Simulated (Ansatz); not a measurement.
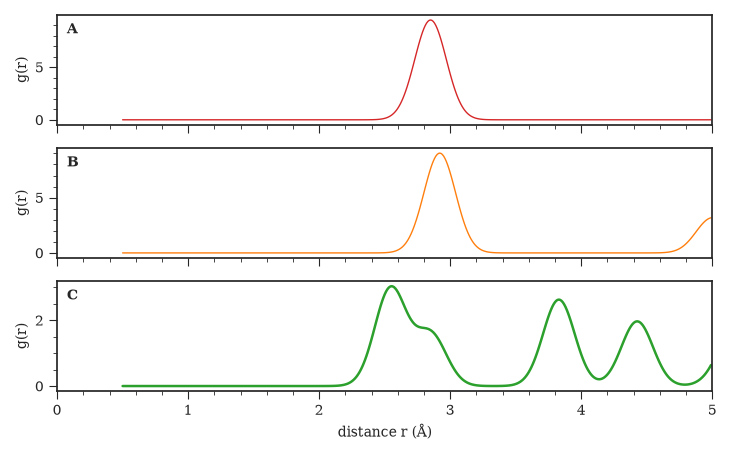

Partial pair correlation functions g(r) computed from the static structure of TiAl6, each distance broadened by a Gaussian of σ = 0.12 Å. Basis of the simulation: the end point of a relaxation with DFT PBE, scalar-relativistic, plane waves, PAW in Ansatz 0.2.0; the starting structure was generated, so it need not be a known form of this composition.

```cif
data_structure
_symmetry_space_group_name_H-M 'P6/mmm'
_symmetry_Int_Tables_number 191
_cell_length_a 7.6766
_cell_length_b 7.6766
_cell_length_c 2.8595
_cell_angle_alpha 90.000
_cell_angle_beta 90.000
_cell_angle_gamma 120.000
_cell_volume 145.94
loop_
_atom_site_label
_atom_site_type_symbol
_atom_site_symmetry_multiplicity
_atom_site_Wyckoff_symbol
_atom_site_fract_x
_atom_site_fract_y
_atom_site_fract_z
_atom_site_occupancy
Ti1 Ti 1 a 0.00000 0.00000 0.00000 1
Al1 Al 6 k 0.33381 0.00000 0.50000 1
```

Assign each lettered curve to its atom pair.

panel A is Ti–Ti (first distance 2.86 Å); panel B is Ti–Al (first distance 2.93 Å); panel C is Al–Al (first distance 2.55–2.56 Å).

Give the first two coordination shells of each pair (distances closer than 0.12 Å counted as one shell; neighbours averaged over all atoms of the first element).

```tsv
pair	first shell (Å)	neighbours in it	second shell (Å)	neighbours in the second
Ti–Ti	2.86	2 Ti per Ti	beyond the range	–
Ti–Al	2.93	12 Al per Ti	5.00	12
Al–Al	2.55–2.56	3 Al per Al	2.86	2
```
